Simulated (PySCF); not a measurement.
# BBr (charge −1, doublet): what the fields show

```csv
atom,x (Å),y (Å),z (Å)
B,0.0000,0.0000,-1.8543
Br,0.0000,0.0000,0.2587
```

Level of theory: PBE0/aug-cc-pVDZ(-PP), non-relativistic Hamiltonian with scalar-relativistic core potentials where named, at a bond length of 2.113 Å in PySCF.

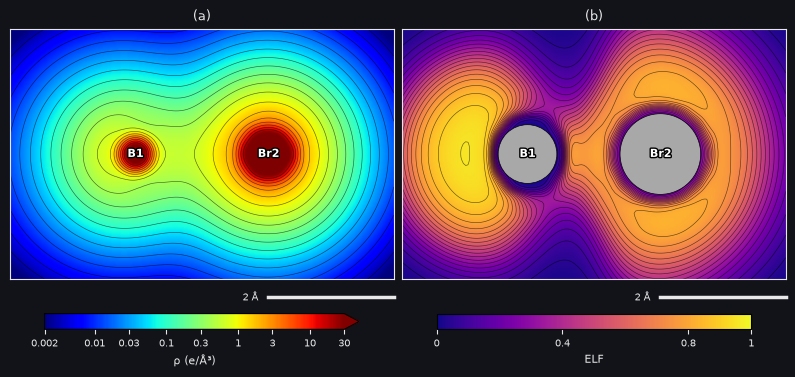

Figure 1. (a) total electron density; (b) ELF on a plane that holds the molecular axis. Grey discs cover the atomic cores in the ELF map.

> What do the fields say about this system?

- Atoms in the plane: B and Br.
- B–Br (2.11 Å): ρ is about 0.75 e/Å³ halfway, with its minimum of 0.58 e/Å³ about 0.7 Å from B; the ELF peaks at about 0.80 between the atoms: a shared but strongly polarised pair.
- The ELF also peaks beside Br2 and B1, away from the bonds: non-bonding electrons, paired or unpaired.

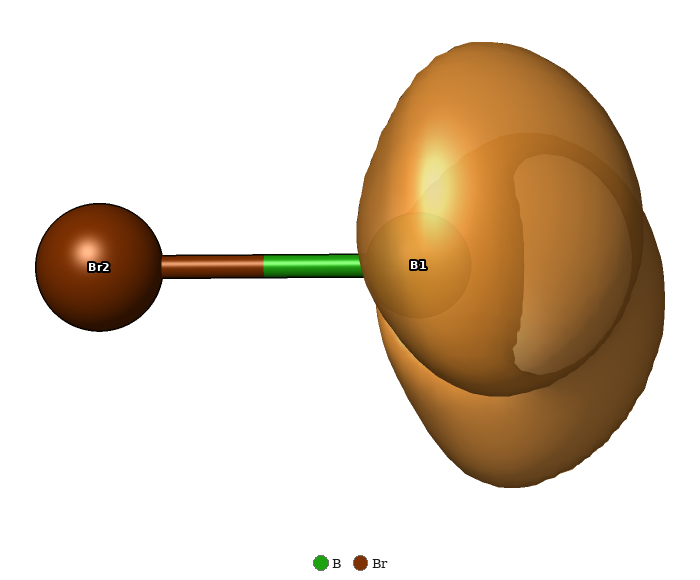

Figure 2. Isosurface of the ELF at 0.9 (orange), seen from one side. Core shells and regions of very low density are left out.

> Where are the electrons localised?

At this value the surface marks out one lobe on B, pointing away from the bonds (non-bonding electrons).
